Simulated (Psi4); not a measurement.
**BCl (SMILES [B]Cl) at revPBE/def2-TZVPPD**

Aim: the vertical electron affinity of BCl at revPBE/def2-TZVPPD, from 2 runs. 

Program for the calculation: Psi4 1.11.

## 1. The molecule

BCl has 2 atoms, charge 0, and is taken as a singlet. As SMILES, `[B]Cl`. The shape is that of a PBE0-D4/def2-TZVP optimisation.

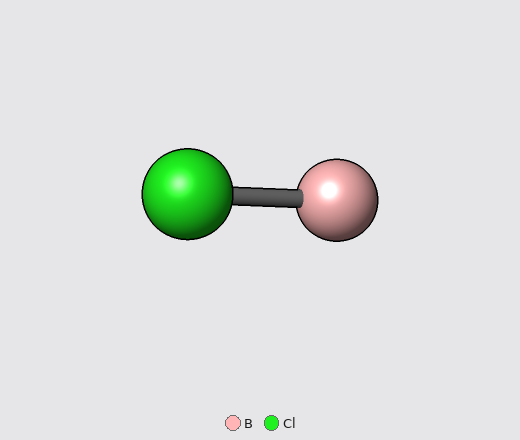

Viewed from a chosen angle; boron pink, chlorine green.

## 2. Energy and forces at revPBE/def2-TZVPPD

The input, bcl.xyz:

```xyz
2
BCl
B      0.000000     0.000000    -0.069660
Cl     0.000000     0.000000     1.648190
```

The input, job.py:

```python
import psi4

psi4.set_memory(2200000000)
psi4.set_num_threads(1)
psi4.core.set_output_file('psi4.out', False)

with open('bcl.xyz') as f:
    atoms = ''.join(f.readlines()[2:])
molecule = psi4.geometry('0 1\n' + atoms + 'symmetry c1')

psi4.set_options({
    'basis': 'def2-TZVPPD',
    'reference': 'rks',
    'puream': True,
    'e_convergence': 1e-09,
    'd_convergence': 1e-08,
    'scf_type': 'pk',
    'dft_radial_points': 99,
    'dft_spherical_points': 590,
})

E, wfn = psi4.gradient('revpbe', return_wfn=True)
psi4.oeprop(wfn, 'WIBERG_LOWDIN_INDICES', 'DIPOLE', 'LOWDIN_CHARGES', title='REVPBE')
print('gradient / Eh bohr^-1')
print(E.np.round(6))
print(f'energy = {wfn.energy():.10f} Eh')
```

Command:

```sh
python job.py
```

psi4.out, cut to the lines that bear on the results:

```text
[...]
  Running in c1 symmetry.
[...]
  Nuclear repulsion =   26.183929276100940
[...]
  Multiplicity = 1
[...]
  Nalpha       = 11
  Nbeta        = 11
[...]
    Number of basis functions: 88
[...]
   @RKS iter   1:  -484.84091555792759   -1.64581e-01   4.37160e-03 DIIS/ADIIS
[...]
   @RKS iter   9:  -484.91456259068491   -2.69438e-11   5.77352e-09 DIIS
[...]
    Orbital Energies [Eh]
    ---------------------
    Doubly Occupied:
       1A   -100.727924     2A     -9.231178     3A     -7.043708
       4A     -7.041052     5A     -7.041052     6A     -6.618902
       7A     -0.815916     8A     -0.467199     9A     -0.355191
      10A     -0.355191    11A     -0.229826
[...]
  @RKS Final Energy:  -484.91456259068491
   => Energetics <=
    Nuclear Repulsion Energy =             26.1839292761009403
    One-Electron Energy =                -719.4446524451473124
    Two-Electron Energy =                 240.4579123946430741
    DFT Exchange-Correlation Energy =     -32.1117518162816040
    Empirical Dispersion Energy =           0.0000000000000000
    VV10 Nonlocal Energy =                  0.0000000000000000
    Total Energy =                       -484.9145625906849091
[...]
  -Total Gradient:
     Atom            X                  Y                   Z
    ------   -----------------  -----------------  -----------------
       1       -0.000000001321    -0.000000001705     0.009414932138
       2        0.000000001320     0.000000001705    -0.009412685934
[...]
 Multipole Moments:
 ------------------------------------------------------------------------------------
     Multipole            Electronic (a.u.)      Nuclear  (a.u.)        Total (a.u.)
 ------------------------------------------------------------------------------------
 L = 1.  Multiply by 2.5417464519 to convert [e a0] to [Debye]
 Dipole X            :         -0.0000002            0.0000000           -0.0000002
 Dipole Y            :         -0.0000002            0.0000000           -0.0000002
 Dipole Z            :         -0.2096104            0.8694190            0.6598087
 Magnitude           :                                                    0.6598087
[...]
```

Standard output:

```text
gradient / Eh bohr^-1
[[-0.       -0.        0.009415]
 [ 0.        0.       -0.009413]]
energy = -484.9145625907 Eh
```

Run time: 26 s. Hardware: 1 thread of Intel Xeon at 2.50GHz (Skylake/Cascade Lake), shared host; peak memory 0.58 GiB.

## 3. The doublet anion: the energy at U-revPBE/def2-TZVPPD

bcl.xyz is that of step 2.

The input, job.py:

```python
import psi4

psi4.set_memory('2200 MB')
psi4.set_num_threads(1)
psi4.set_output_file('run.log', False)

with open('bcl.xyz') as f:
    atoms = ''.join(f.readlines()[2:])
m = psi4.geometry('-1 2\n' + atoms + 'symmetry c1')

psi4.set_options({
    'reference': 'uks',
    'puream': True,
    'e_convergence': 1e-09,
    'd_convergence': 1e-08,
    'scf_type': 'pk',
    'dft_radial_points': 99,
    'dft_spherical_points': 590,
    'maxiter': 100,
})

energy_value = psi4.energy('revpbe/def2-TZVPPD', molecule=m)
print('E =', round(energy_value, 9))
```

Command:

```sh
python job.py
```

run.log, cut to the lines that bear on the results:

```text
[...]
  Running in c1 symmetry.
[...]
  Nuclear repulsion =   26.183929276100940
[...]
  Multiplicity = 2
[...]
  Nalpha       = 12
  Nbeta        = 11
[...]
    Number of basis functions: 88
[...]
   @UKS iter   1:  -484.66927122851149    7.06356e-03   6.69611e-03 ADIIS/DIIS
[...]
   @UKS iter  13:  -484.90704363482689   -1.08002e-12   1.44613e-09 DIIS
[...]
   @S^2 Observed:                7.563143168E-01
[...]
    Orbital Energies [Eh]
    ---------------------
    Alpha Occupied:
       1A   -100.481188     2A     -8.984275     3A     -6.797249
       4A     -6.795030     5A     -6.793094     6A     -6.327852
       7A     -0.572088     8A     -0.224323     9A     -0.121457
      10A     -0.118800    11A      0.008343    12A      0.115481
    Alpha Virtual:
      13A      0.121518    14A      0.129514    15A      0.151681
      16A      0.155510    17A      0.155552    18A      0.227173
      19A      0.258036    20A      0.259920    21A      0.287031
      22A      0.288822    23A      0.297286    24A      0.322043
      25A      0.356156    26A      0.361143    27A      0.367398
[...]
  @UKS Final Energy:  -484.90704363482689
   => Energetics <=
    Nuclear Repulsion Energy =             26.1839292761009403
    One-Electron Energy =                -724.8879104904914357
    Two-Electron Energy =                 246.1313503620992265
    DFT Exchange-Correlation Energy =     -32.3344127825355798
    Empirical Dispersion Energy =           0.0000000000000000
    VV10 Nonlocal Energy =                  0.0000000000000000
    Total Energy =                       -484.9070436348268913
[...]
 Multipole Moments:
 ------------------------------------------------------------------------------------
     Multipole            Electronic (a.u.)      Nuclear  (a.u.)        Total (a.u.)
 ------------------------------------------------------------------------------------
 L = 1.  Multiply by 2.5417464519 to convert [e a0] to [Debye]
 Dipole X            :         -0.0000000            0.0000000           -0.0000000
 Dipole Y            :         -0.0000009            0.0000000           -0.0000009
 Dipole Z            :          1.5366687            0.8694190            2.4060877
 Magnitude           :                                                    2.4060877
[...]
```

Standard output:

```text
E = -484.907043635
```

Wall time 20 s (1 thread of Intel Xeon at 2.50GHz (Skylake/Cascade Lake), shared host); peak memory 0.58 GiB.

## 4. What came out

Level: revPBE/def2-TZVPPD.

```
                                         quantity          value
                        singlet BCl: total energy  -484.91456 Eh
                       singlet BCl: dipole moment         1.68 D
                         singlet BCl: HOMO energy       -6.25 eV
                         singlet BCl: LUMO energy       -2.89 eV
                       singlet BCl: HOMO–LUMO gap        3.37 eV
            singlet BCl: largest force on an atom     0.484 eV/Å
                      doublet anion: total energy  -484.90704 Eh
doublet anion: HOMO energy (highest over α and β)        3.14 eV
 doublet anion: LUMO energy (lowest over α and β)        3.31 eV
                              doublet anion: ⟨S²⟩          0.756
vertical electron affinity (to the doublet anion)      -0.205 eV
```

**Reading.** The anion lies 0.20 eV (19.7 kJ/mol) above the neutral: the electron isn't bound at this level, and such a value depends on the basis. The largest force (singlet BCl) is 0.48 eV/Å: the shape isn't a stationary point for this species at this level. The HOMO (doublet anion) lies at positive energy, 3.14 eV, as semi-local functionals often give for anions; only total energies tell whether the electron is bound.
